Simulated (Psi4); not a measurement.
**CH7GaSi (SMILES [CH3][GaH][SiH3]) at wB97M-V/6-31G(d) (spherical functions)**

Aim: the energy change on altering one bond length of CH7GaSi at wB97M-V/6-31G* (spherical functions), from 2 runs. 

The calculation is run with Psi4 1.11.

## Step 1: The molecule

CH7GaSi has 10 atoms, charge 0, and is taken as a singlet. SMILES: `[CH3][GaH][SiH3]`. The shape is that of a PBE0-D4/def2-TZVP optimisation.

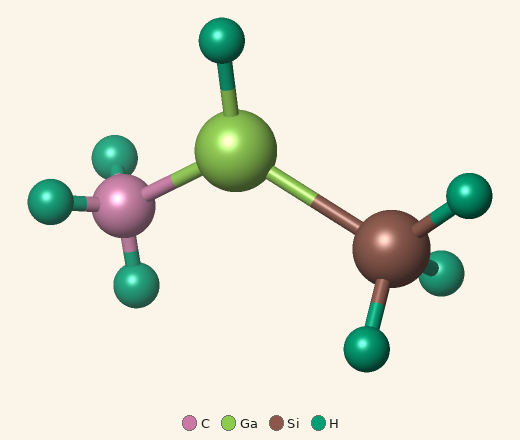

The structure, seen from a chosen angle (carbon pink, gallium green, silicon brown, hydrogen teal).

## Step 2: The energy at wB97M-V/6-31G(d) (spherical functions)

input.in

```
memory 2200 MB

molecule mol {
  0 1
  C
  Ga 1 R2
  Si 2 R3 1 A3
  H 1 R4 2 A4 3 D4
  H 1 R5 4 A5 2 D5
  H 1 R6 4 A6 5 D6
  H 2 R7 1 A7 4 D7
  H 3 R8 2 A8 7 D8
  H 3 R9 8 A9 2 D9
  H 3 R10 9 A10 8 D10

  R2 = 1.971329
  R3 = 2.418938
  A3 = 120.81586
  R4 = 1.090013
  A4 = 113.13032
  D4 = 6.07986
  R5 = 1.09446
  A5 = 108.48557
  D5 = 121.2633
  R6 = 1.093396
  A6 = 108.98032
  D6 = 115.95913
  R7 = 1.577949
  A7 = 118.14396
  D7 = -174.35894
  R8 = 1.492403
  A8 = 110.18468
  D8 = -121.43833
  R9 = 1.488928
  A9 = 107.61984
  D9 = -125.05241
  R10 = 1.492338
  A10 = 107.61854
  D10 = 114.73276
  units angstrom
  symmetry c1
}

set globals {
  puream               true
  e_convergence        1e-09
  d_convergence        1e-08
  scf_type             pk
  dft_radial_points    99
  dft_spherical_points 590
}

result, w = energy("wb97m-v/6-31G*", return_wfn=True)
print_variables()
```

Launch:

```bash
$ psi4 input.in input.out -n 1
```

input.out:

```text
[...]
  Running in c1 symmetry.
[...]
  Nuclear repulsion =  238.583054008222064
[...]
  Multiplicity = 1
[...]
  Nalpha       = 29
  Nbeta        = 29
[...]
    Number of basis functions: 78
[...]
   @RKS iter   1: -2254.26601545591257   -2.27839e+00   3.72242e-02 ADIIS/DIIS
[...]
   @RKS iter  13: -2256.17576129320469    2.72848e-12   2.29319e-09 DIIS
[...]
    Orbital Energies [Eh]
    ---------------------
    Doubly Occupied:
       1A   -373.137627     2A    -66.383205     3A    -46.226155
       4A    -40.870829     5A    -40.867118     6A    -40.866490
       7A    -10.330862     8A     -5.691027     9A     -5.427529
      10A     -3.945457    11A     -3.934597    12A     -3.933123
      13A     -3.740615    14A     -3.740447    15A     -3.740107
      16A     -0.950982    17A     -0.946244    18A     -0.945371
      19A     -0.942192    20A     -0.939604    21A     -0.795517
      22A     -0.644141    23A     -0.523555    24A     -0.496337
      25A     -0.493778    26A     -0.435101    27A     -0.434115
      28A     -0.375257    29A     -0.340110
[...]
  @RKS Final Energy: -2256.17576129320469
   => Energetics <=
    Nuclear Repulsion Energy =            238.5830540082220637
    One-Electron Energy =               -3615.2940649625616061
    Two-Electron Energy =                1201.2145178814707833
    DFT Exchange-Correlation Energy =     -80.9178367015843207
    Empirical Dispersion Energy =           0.0000000000000000
    VV10 Nonlocal Energy =                  0.2385684812481395
    Total Energy =                      -2256.1757612932051416
[...]
 Multipole Moments:
 ------------------------------------------------------------------------------------
     Multipole            Electronic (a.u.)      Nuclear  (a.u.)        Total (a.u.)
 ------------------------------------------------------------------------------------
 L = 1.  Multiply by 2.5417464519 to convert [e a0] to [Debye]
 Dipole X            :         -0.0317859            0.0331776            0.0013918
 Dipole Y            :          6.0000005           -5.8575841            0.1424164
 Dipole Z            :          1.3740384           -1.7153464           -0.3413080
 Magnitude           :                                                    0.3698318
[...]
```

It took 4.8 min on 1 thread of AMD EPYC 7R43 (Zen 3), shared host; peak memory 1.5 GiB.

## Step 3: The distorted shape

calc.inp

```
memory 2200 MB

molecule {
  0 1
  C     -1.93514380     2.15691639    -1.51790739
  Ga     1.24866677     0.76834563    -0.17147753
  Si     1.67423310    -3.70010076     0.69288320
  H     -3.44881443     0.76324337    -1.61466137
  H     -1.60198509     2.89636622    -3.42048365
  H     -2.74803973     4.22637248    -0.01077144
  H      3.51274764     2.64919005     0.30605626
  H      1.19103013    -5.19468515    -1.64943233
  H      4.20325357    -4.44767641     1.67365106
  H     -0.25026399    -4.51230505     2.58752261
  units bohr
  symmetry c1
}

set {
  basis                6-31G*
  puream               true
  e_convergence        1e-09
  d_convergence        1e-08
  scf_type             pk
  dft_radial_points    99
  dft_spherical_points 590
}

energy_value, wavefunction = energy('wb97m-v', return_wfn=True)
```

Launch:

```bash
$ psi4 -i calc.inp -o calc.out -n 1
```

calc.out:

```text
[...]
  Running in c1 symmetry.
[...]
  Nuclear repulsion =  237.186873116864888
[...]
  Multiplicity = 1
[...]
  Nalpha       = 29
  Nbeta        = 29
[...]
    Number of basis functions: 78
[...]
   @RKS iter   1: -2254.18347583083960   -2.34372e+00   3.73297e-02 ADIIS/DIIS
[...]
   @RKS iter  14: -2256.13875668055516   -9.09495e-13   1.87844e-09 DIIS
[...]
    Orbital Energies [Eh]
    ---------------------
    Doubly Occupied:
       1A   -373.139185     2A    -66.384940     3A    -46.227662
       4A    -40.872332     5A    -40.868620     6A    -40.868018
       7A    -10.360653     8A     -5.692575     9A     -5.429241
      10A     -3.946952    11A     -3.936113    12A     -3.934768
      13A     -3.742313    14A     -3.742152    15A     -3.741844
      16A     -0.952450    17A     -0.947695    18A     -0.946943
      19A     -0.943626    20A     -0.941203    21A     -0.779184
      22A     -0.645335    23A     -0.524914    24A     -0.499799
      25A     -0.448870    26A     -0.436589    27A     -0.435048
      28A     -0.377239    29A     -0.340441
[...]
  @RKS Final Energy: -2256.13875668055516
   => Energetics <=
    Nuclear Repulsion Energy =            237.1868731168648878
    One-Electron Energy =               -3612.4510111461322595
    Two-Electron Energy =                1199.7335993439603499
    DFT Exchange-Correlation Energy =     -80.8466463585958479
    Empirical Dispersion Energy =           0.0000000000000000
    VV10 Nonlocal Energy =                  0.2384283633475887
    Total Energy =                      -2256.1387566805551614
[...]
 Multipole Moments:
 ------------------------------------------------------------------------------------
     Multipole            Electronic (a.u.)      Nuclear  (a.u.)        Total (a.u.)
 ------------------------------------------------------------------------------------
 L = 1.  Multiply by 2.5417464519 to convert [e a0] to [Debye]
 Dipole X            :          3.7091646           -3.8993100           -0.1901454
 Dipole Y            :          4.6532303           -4.4936721            0.1595582
 Dipole Z            :          0.2748732           -0.4515924           -0.1767192
 Magnitude           :                                                    0.3047028
[...]
```

Run time: 5.6 min. Hardware: 1 thread of AMD EPYC 7R43 (Zen 3), shared host; peak memory 1.5 GiB.

## Step 4: Summary of results

At wB97M-V/6-31G* (spherical functions):

| quantity | value |
| --- | --- |
| first shape: total energy | -2256.17576 Eh |
| first shape: dipole moment | 0.94 D |
| first shape: HOMO energy | -9.25 eV |
| first shape: LUMO energy | 0.00 eV |
| first shape: HOMO–LUMO gap | 9.26 eV |
| distorted shape: total energy | -2256.13876 Eh |
| distorted shape: dipole moment | 0.77 D |
| distorted shape: HOMO energy | -9.26 eV |
| distorted shape: LUMO energy | -0.03 eV |
| distorted shape: HOMO–LUMO gap | 9.24 eV |
| energy change with the C1–H6 bond stretched from 1.093 to 1.421 Å | 1.007 eV |

What this shows: With the C1–H6 bond stretched from 1.093 to 1.421 Å the energy rises by 1.01 eV (23 kcal/mol). The first shape isn't relaxed at this level, so the change isn't measured from a minimum.
